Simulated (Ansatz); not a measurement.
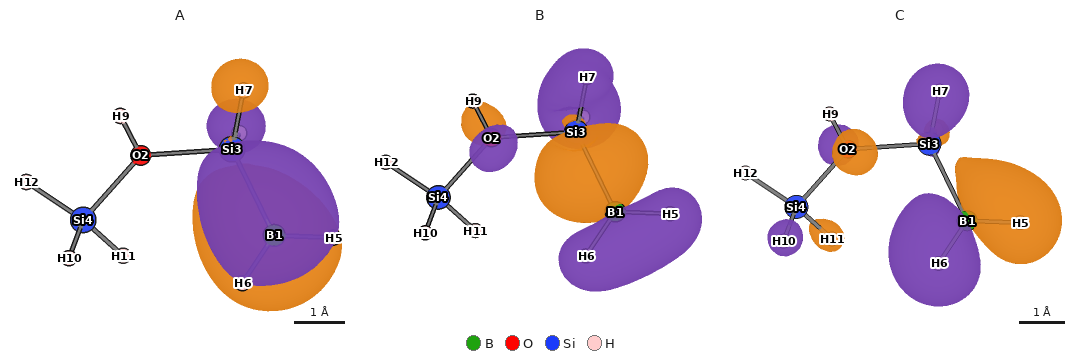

*BH8OSi2 (charge +1). Three frontier orbitals at ±0.1 Å⁻³ᐟ² (orange and purple are the two phases), in no order.*

Geometry: B3LYP/6-31G*.

These are results of isolated molecule in a Gaussian basis; Kohn-Sham density functional theory, functional PBE0 in Ansatz 0.2.0, not measurements.

The calculation's input:

```
crystal:
  periodic: [false, false, false]
  atoms:
    - {symbol: B, position_ang: [-1.721700, -1.137845, -1.296644]}
    - {symbol: O, position_ang: [0.264014, 0.658684, 0.362785]}
    - {symbol: Si, position_ang: [-0.882812, 0.681167, -1.087638]}
    - {symbol: Si, position_ang: [0.024622, 0.043805, 2.044552]}
    - {symbol: H, position_ang: [-2.413064, -1.311643, -2.249223]}
    - {symbol: H, position_ang: [-1.558093, -2.016443, -0.510393]}
    - {symbol: H, position_ang: [0.088632, 1.090497, -2.124431]}
    - {symbol: H, position_ang: [-1.810473, 1.778305, -0.736761]}
    - {symbol: H, position_ang: [1.120446, 1.097969, 0.196213]}
    - {symbol: H, position_ang: [0.697119, -1.264948, 2.083332]}
    - {symbol: H, position_ang: [-1.443744, -0.016920, 2.119336]}
    - {symbol: H, position_ang: [0.657176, 1.084665, 2.871434]}
basis:
  gaussian: {orbitals: def2-TZVPD}
total_charge: 1
hamiltonian: {xc: {name: PBE0}}
output: {forces: true, orbitals: {seedname: orbitals}}
```

Command:

```sh
ansatz run input.yaml --threads 1 --pin off --max-ram 2610MiB --events-out events.jsonl --progress --plain --runs-dir runs
```

**Order the three orbitals by energy and name them.**

C is the HOMO−1 (−14.52 eV). Its weight (Hirshfeld) is mainly on B1 (about 35 %), H6 (about 20 %), H5 (about 20 %) and Si3 (about 10 %). B is the HOMO (−13.35 eV). Its weight (Hirshfeld) is mainly on B1 (about 35 %), Si3 (about 35 %), H8 (about 10 %), H5 (about 5 %) and H6 (about 5 %). A is the LUMO (−7.01 eV). It lies mainly on B1 (about 60 %) and Si3 (about 20 %).

**What is the HOMO–LUMO gap?**

6.34 eV between the orbital energies.
